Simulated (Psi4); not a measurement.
**Si2H6 (disilane): a chain of runs**

Wanted: a geometry optimisation (SVWN-RPA/6-31G*), then the harmonic vibrations, then a single-point energy (CCSD(T)/def2-TZVP), then the excited states (TD-SVWN-RPA/6-31G*) of Si2H6 (disilane). 

The results are computed with Psi4 1.11.

**1. The system as given**

Si2H6 has 8 atoms, charge 0, and is taken as a singlet. SMILES: `[SiH3][SiH3]`. The shape is that of a PBE0-D4/def2-TZVP optimisation. The run starts from this shape.

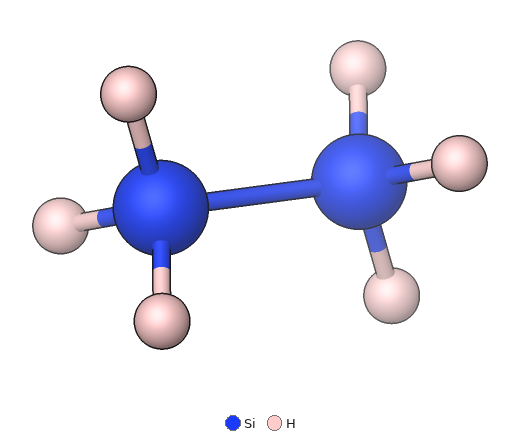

Viewed from a chosen angle; silicon blue, hydrogen pink.

**2. A structure relaxation at SVWN-RPA/6-31G(d) (density fitting, Cartesian functions) (run 1)**

Input file input.dat:

```
memory 1.6 GB

molecule {
  0 1
  Si    -0.340500     0.490200    -1.004900
  Si     0.363500    -0.504400     0.991000
  H      0.833900     0.948200    -1.794900
  H     -1.112900    -0.483900    -1.821900
  H     -1.208000     1.664100    -0.717900
  H      1.139000     0.468600     1.806300
  H      1.228100    -1.680500     0.704000
  H     -0.811000    -0.959200     1.782600
  symmetry c1
}

set {
  basis        6-31G*
  geom_maxiter 60
}

result, w = optimize("svwn", return_wfn=True)
```

Launch:

```sh
$ psi4 -i input.dat -o output.dat -n 1
```

output.dat:

```text
[...]
  Running in c1 symmetry.
[...]
  Nuclear repulsion =   90.773081159957201
[...]
  Multiplicity = 1
[...]
  Nalpha       = 17
  Nbeta        = 17
[...]
    Number of basis functions: 50
[...]
   @DF-RKS iter   1:  -580.71455371775801   -2.97870e-01   6.71782e-03 DIIS/ADIIS
[...]
   @DF-RKS iter   5:  -580.82115458012231   -1.29603e-11   2.49131e-09 DIIS
[...]
    Orbital Energies [Eh]
    ---------------------
    Doubly Occupied:
       1A    -65.136267     2A    -65.136201     3A     -5.039327
       4A     -5.039285     5A     -3.479618     6A     -3.479334
       7A     -3.479334     8A     -3.479332     9A     -3.479332
      10A     -3.479020    11A     -0.534774    12A     -0.473878
      13A     -0.342401    14A     -0.342396    15A     -0.316936
      16A     -0.316932    17A     -0.286186
[...]
  @DF-RKS Final Energy:  -580.82115458012231
   => Energetics <=
    Nuclear Repulsion Energy =             90.9188032818294403
    One-Electron Energy =                -986.9164562640683016
    Two-Electron Energy =                 357.3907622956127739
    DFT Exchange-Correlation Energy =     -42.2142638934962662
    Empirical Dispersion Energy =           0.0000000000000000
    VV10 Nonlocal Energy =                  0.0000000000000000
    Total Energy =                       -580.8211545801223110
[...]
 Multipole Moments:
 ------------------------------------------------------------------------------------
     Multipole            Electronic (a.u.)      Nuclear  (a.u.)        Total (a.u.)
 ------------------------------------------------------------------------------------
 L = 1.  Multiply by 2.5417464519 to convert [e a0] to [Debye]
 Dipole X            :          0.0000066           -0.0000054            0.0000011
 Dipole Y            :         -0.0000118            0.0000099           -0.0000019
 Dipole Z            :         -0.0000079            0.0000067           -0.0000013
 Magnitude           :                                                    0.0000025
[...]
  -Total Gradient:
     Atom            X                  Y                   Z
    ------   -----------------  -----------------  -----------------
       1        0.000008353623    -0.000008268901     0.000011793954
       2       -0.000008336214     0.000008119536    -0.000011832514
       3        0.000002271977    -0.000008371156     0.000006980643
       4        0.000002234592    -0.000001077685     0.000004071566
       5        0.000000107942    -0.000001246464     0.000012344720
       6       -0.000001327579     0.000000906399    -0.000004578835
       7       -0.000001084364     0.000000645693    -0.000012141792
       8       -0.000002282669     0.000009333740    -0.000006624083
[...]
    Final optimized geometry and variables:
    Molecular point group: c1
    Full point group: C1
    Geometry (in Angstrom), charge = 0, multiplicity = 1:
    SI          -0.349050504463     0.493144176772    -0.989601624817
    SI           0.349050713116    -0.493144558196     0.989601367686
    H            0.828673569357     0.956598518831    -1.793095774532
    H           -1.129863361497    -0.481504196086    -1.818981291896
    H           -1.223122429240     1.678505139737    -0.709589435792
    H            1.130531599631     0.481275444387     1.818620709820
    H            1.222481838907    -1.678978743758     0.709595975717
    H           -0.828707009305    -0.955885574900     1.793456954563
    Psi4 run time: 0:00:06.74
[...]
```

The script printed:

```text
Optimizer: Optimization complete!
```

Wall time 8.1 s (1 thread of Intel Xeon 6975P-C (Granite Rapids), shared host); peak memory 0.32 GiB.

Step by step:

```csv
step,energy from the first frame kept (eV),largest force (eV/Å)
0,0.0000,0.4450
1,-0.0090,0.0749
2,-0.0092,0.0175
3,-0.0092,0.0009
```

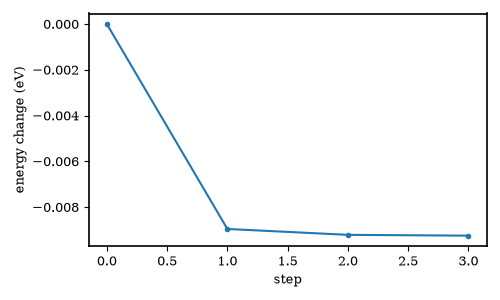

Energy along the run.

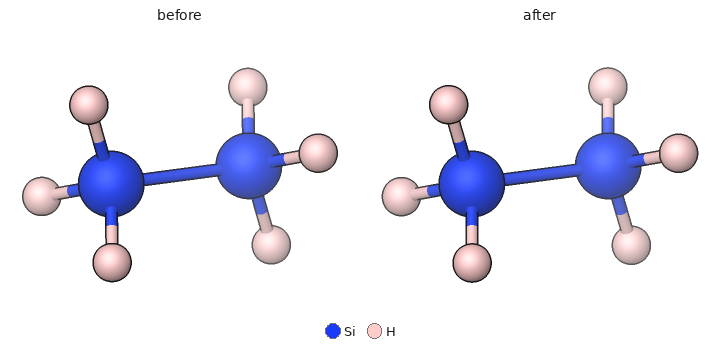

Before and after, at one scale.

After the run. Bond lengths: Si1–Si2 2.319 Å, Si1–H3 1.499 Å, Si1–H4 1.499 Å, Si1–H5 1.499 Å, Si2–H6 1.499 Å, Si2–H7 1.499 Å, Si2–H8 1.499 Å. Some angles: Si1–Si2–H6 110.6°, Si1–Si2–H7 110.6°, Si1–Si2–H8 110.6°, Si2–Si1–H3 110.6°, Si2–Si1–H4 110.6°, Si2–Si1–H5 110.6°, H6–Si2–H7 108.3°, H6–Si2–H8 108.3°, H7–Si2–H8 108.3°, H3–Si1–H4 108.3°.

**3. The harmonic vibrations at SVWN-RPA/6-31G(d) (density fitting, Cartesian functions) (run 2)**

Input file h6si2.xyz:

```xyz
8
H6Si2
Si    -0.337549     0.486043    -0.996553
Si     0.360552    -0.500246     0.982650
H      0.840175     0.949497    -1.800047
H     -1.118362    -0.488606    -1.825933
H     -1.211621     1.671404    -0.716541
H      1.142033     0.474174     1.811669
H      1.233983    -1.686080     0.702644
H     -0.817205    -0.962987     1.786505
```

Input file job.py:

```python
import psi4

psi4.set_memory(1600000000)
psi4.set_num_threads(1)
psi4.set_output_file('output.dat', False)

with open('h6si2.xyz') as f:
    atoms = ''.join(f.readlines()[2:])
mol = psi4.geometry('0 1\n' + atoms + 'symmetry c1')

psi4.set_options({
    'basis': '6-31G*',
    't': 298.15,
    'rotational_symmetry_number': 6,
})

result, w = psi4.frequency("svwn", return_wfn=True)
print('E =', round(result, 9))
print('wavenumbers / cm^-1:', w.frequencies().np.round(1))
for k in ('ZPVE', 'ENTHALPY', 'GIBBS FREE ENERGY'):
    print(f'{k}: {psi4.variable(k):.8f} Eh')
```

Launch:

```sh
$ python job.py
```

output.dat, shortened:

```text
[...]
  Running in c1 symmetry.
[...]
  Nuclear repulsion =   90.918805236549019
[...]
  Multiplicity = 1
[...]
  Nalpha       = 17
  Nbeta        = 17
[...]
    Number of basis functions: 50
[...]
   @DF-RKS iter   1:  -580.71441858368826   -3.03119e-01   6.74800e-03 ADIIS/DIIS
[...]
  -Total Gradient:
     Atom            X                  Y                   Z
    ------   -----------------  -----------------  -----------------
       1        0.000008497106    -0.000008023650     0.000011879525
       2       -0.000008483702     0.000007958842    -0.000011640621
       3        0.000002187202    -0.000008030004     0.000006911610
       4        0.000001979081    -0.000001220608     0.000003981682
       5       -0.000000127399    -0.000001399958     0.000012525731
       6       -0.000001202835     0.000000875464    -0.000004646528
       7       -0.000000880833     0.000000832581    -0.000012320106
       8       -0.000002033875     0.000009047200    -0.000006676827
[...]
   @DF-RKS iter   8:  -580.82115460900832   -2.27374e-13   9.38007e-10 DIIS
[...]
  @DF-RKS Final Energy:  -580.82115460900832
   => Energetics <=
    Nuclear Repulsion Energy =             90.9188052365490194
    One-Electron Energy =                -986.9164610343585764
    Two-Electron Energy =                 357.3907653788404559
    DFT Exchange-Correlation Energy =     -42.2142641900391666
    Empirical Dispersion Energy =           0.0000000000000000
    VV10 Nonlocal Energy =                  0.0000000000000000
    Total Energy =                       -580.8211546090083175
[...]
 Multipole Moments:
[...]
  ==> Harmonic Vibrational Analysis <==
[...]
  Freq [cm^-1]                 136.7943            342.3059            344.7735
[...]
  IR activ [km/mol]             0.0008             13.5779             13.6207
[...]
  Freq [cm^-1]                 401.5025            596.0630            597.2296
[...]
  IR activ [km/mol]             0.0000              0.0000              0.0000
[...]
  Freq [cm^-1]                 783.5348            854.3310            888.6148
[...]
  IR activ [km/mol]            380.2417             0.0000              0.0000
[...]
  Freq [cm^-1]                 889.1135            901.2868            901.8183
[...]
  Freq [cm^-1]                2174.0481           2179.3673           2192.0686
[...]
  Freq [cm^-1]                2192.2395           2202.2812           2202.4517
[...]
```

On the terminal:

```text
Warning: used thermodynamics relations inappropriate for low-frequency modes: ['136.7943' '342.3059' '344.7735' '401.5025' '596.0630' '597.2296']
E = -580.821154609
wavenumbers / cm^-1: [ 136.8  342.3  344.8  401.5  596.1  597.2  783.5  854.3  888.6  889.1
  901.3  901.8 2174.  2179.4 2192.1 2192.2 2202.3 2202.5]
ZPVE: 0.04733992 Eh
ENTHALPY: -580.76763395 Eh
GIBBS FREE ENERGY: -580.79898266 Eh
```

It took 26 s on 1 thread of Intel Xeon 6975P-C (Granite Rapids), shared host; peak memory 0.31 GiB.

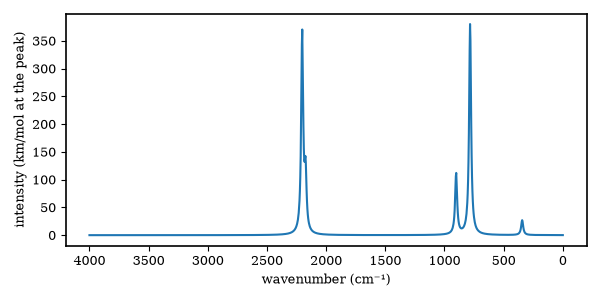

Harmonic infrared spectrum, unscaled, lines broadened by 10 cm⁻¹.

**4. A single-point energy at CCSD(T)/def2-TZVP (run 3)**

Input file calc.py:

```python
import psi4

psi4.set_memory('1600 MB')
psi4.set_num_threads(1)
psi4.core.set_output_file('run.log', False)

molecule = psi4.geometry("""
Si    -0.337549     0.486043    -0.996553
Si     0.360552    -0.500246     0.982650
H      0.840175     0.949497    -1.800047
H     -1.118362    -0.488606    -1.825933
H     -1.211621     1.671404    -0.716541
H      1.142033     0.474174     1.811669
H      1.233983    -1.686080     0.702644
H     -0.817205    -0.962987     1.786505
""")

psi4.set_options({
    'basis': 'def2-TZVP',
    'scf_type': 'pk',
    'num_frozen_docc': 10,
})

e_tot, wfn = psi4.energy("ccsd(t)", return_wfn=True)
print(f'ccsd(t) energy: {e_tot:.10f} Eh')
```

Launch:

```sh
$ python calc.py
```

run.log:

```text
[...]
  Running in c1 symmetry.
[...]
  Nuclear repulsion =   90.918805236549019
[...]
  Multiplicity = 1
[...]
  Nalpha       = 17
  Nbeta        = 17
[...]
    Number of basis functions: 110
[...]
   @RHF iter   1:  -581.31079696240818   -6.16889e-01   2.24667e-03 ADIIS/DIIS
[...]
   @RHF iter   9:  -581.36344755160201   -1.19371e-11   3.85570e-09 DIIS
[...]
    Orbital Energies [Eh]
    ---------------------
    Doubly Occupied:
       1A    -68.772369     2A    -68.772368     3A     -6.123619
       4A     -6.123457     5A     -4.230017     6A     -4.229541
       7A     -4.229541     8A     -4.229453     9A     -4.229453
      10A     -4.229212    11A     -0.757293    12A     -0.674798
      13A     -0.498466    14A     -0.498460    15A     -0.470953
      16A     -0.470948    17A     -0.409881
[...]
  @RHF Final Energy:  -581.36344755160201
   => Energetics <=
    Nuclear Repulsion Energy =             90.9188052365490194
    One-Electron Energy =                -986.6648511137104833
    Two-Electron Energy =                 314.3825983255595133
    Total Energy =                       -581.3634475516018938
[...]
 Multipole Moments:
 ------------------------------------------------------------------------------------
     Multipole            Electronic (a.u.)      Nuclear  (a.u.)        Total (a.u.)
 ------------------------------------------------------------------------------------
 L = 1.  Multiply by 2.5417464519 to convert [e a0] to [Debye]
 Dipole X            :          0.0000069           -0.0000051            0.0000018
 Dipole Y            :         -0.0000123            0.0000093           -0.0000030
 Dipole Z            :         -0.0000060            0.0000051           -0.0000009
 Magnitude           :                                                    0.0000036
[...]
      * MP2 total energy                      = -581.608814087137489
[...]
      * CCSD total energy                     = -581.662065268726337
[...]
      * CCSD(T) total energy                  = -581.670790673198894
```

On the terminal:

```text
ccsd(t) energy: -581.6707906732 Eh
```

Run time: 27 s. Hardware: 1 thread of Intel Xeon 6975P-C (Granite Rapids), shared host; peak memory 1.3 GiB.

**5. The excited states at TD-SVWN-RPA/6-31G(d) (density fitting, Cartesian functions, save jk yes) (run 4)**

Input file job.py:

```python
import psi4

psi4.set_memory(1600000000)
psi4.set_num_threads(1)
psi4.set_output_file('run.log', False)

m = psi4.geometry("""
0 1
Si    -0.63787516     0.91848815    -1.88321224
Si     0.68134453    -0.94532793     1.85693938
H      1.58770065     1.79428929    -3.40159584
H     -2.11339789    -0.92333152    -3.45051329
H     -2.28963186     3.15849580    -1.35406625
H      2.15812960     0.89605900     3.42355824
H      2.33188991    -3.18622942     1.32780472
H     -1.54429364    -1.81978169     3.37600517
units au
""")

psi4.set_options({
    'basis': '6-31G*',
    'save_jk': True,
})

from psi4.driver.procrouting.response.scf_response import tdscf_excitations
e, wfn = psi4.energy("svwn", molecule=m, return_wfn=True)
states = tdscf_excitations(wfn, states=4, tda=False)
for k, s in enumerate(states, 1):
    print(f"root {k}: {s['EXCITATION ENERGY'] * 27.211386:.4f} eV  f = {s['OSCILLATOR STRENGTH (LEN)']:.4f}  {s['SYMMETRY']}")
print(f'total energy {e:.8f} hartree = {e * 27.211386:.5f} eV')
```

Launch:

```sh
$ python job.py
```

run.log, shortened:

```text
[...]
  Running in c1 symmetry.
[...]
  Nuclear repulsion =   90.918805292225926
[...]
  Multiplicity = 1
[...]
  Nalpha       = 17
  Nbeta        = 17
[...]
    Number of basis functions: 50
[...]
   @DF-RKS iter   1:  -580.71441858373896   -3.03119e-01   6.74800e-03 DIIS/ADIIS
[...]
   @DF-RKS iter   6:  -580.82115460885780   -4.13835e-07   4.40940e-07 DIIS
[...]
  @DF-RKS Final Energy:  -580.82115460885780
   => Energetics <=
    Nuclear Repulsion Energy =             90.9188052922259260
    One-Electron Energy =                -986.9162357021576781
    Two-Electron Energy =                 357.3905378446892769
    DFT Exchange-Correlation Energy =     -42.2142620436152924
    Empirical Dispersion Energy =           0.0000000000000000
    VV10 Nonlocal Energy =                  0.0000000000000000
    Total Energy =                       -580.8211546088577961
[...]
 Multipole Moments:
 ------------------------------------------------------------------------------------
     Multipole            Electronic (a.u.)      Nuclear  (a.u.)        Total (a.u.)
 ------------------------------------------------------------------------------------
 L = 1.  Multiply by 2.5417464519 to convert [e a0] to [Debye]
 Dipole X            :          0.0000063           -0.0000051            0.0000012
 Dipole Y            :         -0.0000112            0.0000093           -0.0000019
 Dipole Z            :         -0.0000055            0.0000051           -0.0000004
 Magnitude           :                                                    0.0000023
[...]
**********                               WARNING                                **********
**********       The names of excited state variables changed between 1.5       **********
[...]
**********                               WARNING                                **********
**********  Length-gauge rotatory strengths are **NOT** gauge-origin invariant  **********
[...]
                                    Excitation Energy         Total Energy        Oscillator Strength             Rotatory Strength
[...]
Excited State    1 (1 A):   0.27343 au   166.63 nm f = 0.0095
[...]
Excited State    2 (1 A):   0.27345 au   166.63 nm f = 0.0095
[...]
Excited State    3 (1 A):   0.28603 au   159.30 nm f = 0.2890
[...]
Excited State    4 (1 A):   0.29106 au   156.54 nm f = 0.0000
[...]
```

The script printed:

```text
root 1: 7.4405 eV  f = 0.0095  A
root 2: 7.4409 eV  f = 0.0095  A
root 3: 7.7833 eV  f = 0.2890  A
root 4: 7.9201 eV  f = 0.0000  A
total energy -580.82115461 hartree = -15804.94864 eV
```

It took 7.5 s on 1 thread of Intel Xeon 6975P-C (Granite Rapids), shared host; peak memory 0.28 GiB.

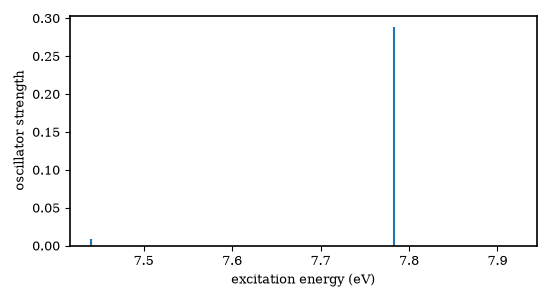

Vertical excitations as sticks.

The roots found:

```csv
excited state,energy (eV),strength,label
1,7.441,0.0095,A 1
2,7.441,0.0095,A 1
3,7.783,0.2890,A 1
4,7.920,0.0000,A 1
```

**6. Outcome**

```
                                                                         quantity             value
                                  run 1, SVWN-RPA/6-31G*: total energy at the end     -580.82115 Eh
                                            run 1, SVWN-RPA/6-31G*: dipole moment            0.00 D
                                              run 1, SVWN-RPA/6-31G*: HOMO energy          -7.79 eV
                                              run 1, SVWN-RPA/6-31G*: LUMO energy          -0.75 eV
                                            run 1, SVWN-RPA/6-31G*: HOMO–LUMO gap           7.04 eV
                               run 2, SVWN-RPA/6-31G*: lowest harmonic wavenumber          137 cm⁻¹
                              run 2, SVWN-RPA/6-31G*: highest harmonic wavenumber         2202 cm⁻¹
                                        run 2, SVWN-RPA/6-31G*: zero-point energy      124.3 kJ/mol
run 2, SVWN-RPA/6-31G*: ideal-gas entropy at 298.15 K (symmetry number 6 as used)  66.0 cal/(mol K)
                                           run 3, CCSD(T)/def2-TZVP: total energy     -581.67079 Eh
                    run 3, CCSD(T)/def2-TZVP: HOMO energy (Hartree–Fock orbitals)         -11.15 eV
                    run 3, CCSD(T)/def2-TZVP: LUMO energy (Hartree–Fock orbitals)           3.24 eV
                  run 3, CCSD(T)/def2-TZVP: HOMO–LUMO gap (Hartree–Fock orbitals)          14.40 eV
           run 3, CCSD(T)/def2-TZVP: correlation energy (10 core orbitals frozen)        -307.3 mEh
                                         run 3, CCSD(T)/def2-TZVP: (T) correction         -8.73 mEh
                                          run 3, CCSD(T)/def2-TZVP: T1 diagnostic             0.014
                     run 4, TD-SVWN-RPA/6-31G*: ground-state or mean-field energy     -580.82115 Eh
            run 4, TD-SVWN-RPA/6-31G*: dipole moment (SVWN-RPA Kohn–Sham density)            0.00 D
             run 4, TD-SVWN-RPA/6-31G*: HOMO energy (SVWN-RPA Kohn–Sham orbitals)          -7.79 eV
             run 4, TD-SVWN-RPA/6-31G*: LUMO energy (SVWN-RPA Kohn–Sham orbitals)          -0.75 eV
           run 4, TD-SVWN-RPA/6-31G*: HOMO–LUMO gap (SVWN-RPA Kohn–Sham orbitals)           7.04 eV
                              run 4, TD-SVWN-RPA/6-31G*: lowest excitation energy           7.44 eV
```

What this shows: The optimisation (run 1, SVWN-RPA/6-31G*) took 4 steps and changed the energy by -0.009 eV. All 18 modes (run 2, SVWN-RPA/6-31G*) are real, so the shape is a minimum at this level. The triples (run 3, CCSD(T)/def2-TZVP) make up 2.8 % of the correlation energy. The brightest of the 4 transitions from the ground state lies at 7.78 eV (159 nm, f = 0.289); the lowest, at 7.44 eV, has f = 0.009. The basis has no diffuse functions, so Rydberg states are missing or pushed up, and the true lowest state may lie lower. Roots above 7.8 eV lie over the negative of the HOMO energy, where those of Rydberg kind are poorly described; valence roots are less touched.
